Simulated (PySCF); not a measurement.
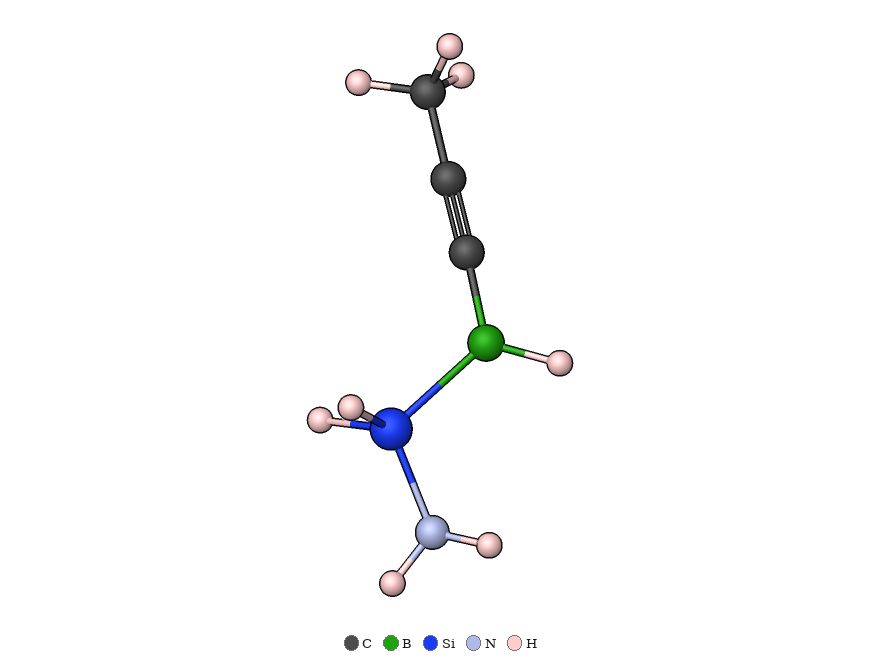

(Drawn from a calculation with PySCF.)

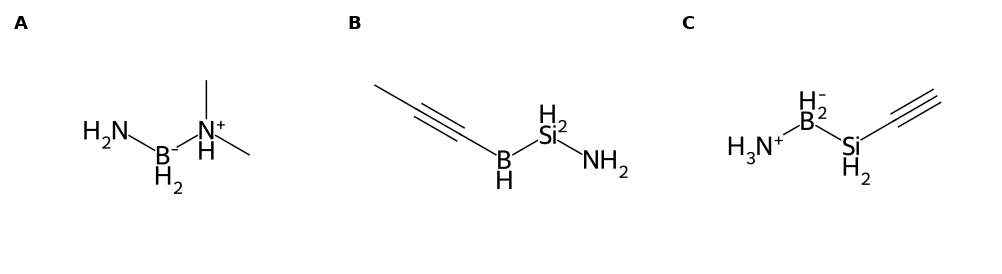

Which structural formula matches the 3D model?

B, `CC#CB[SiH2]N`.
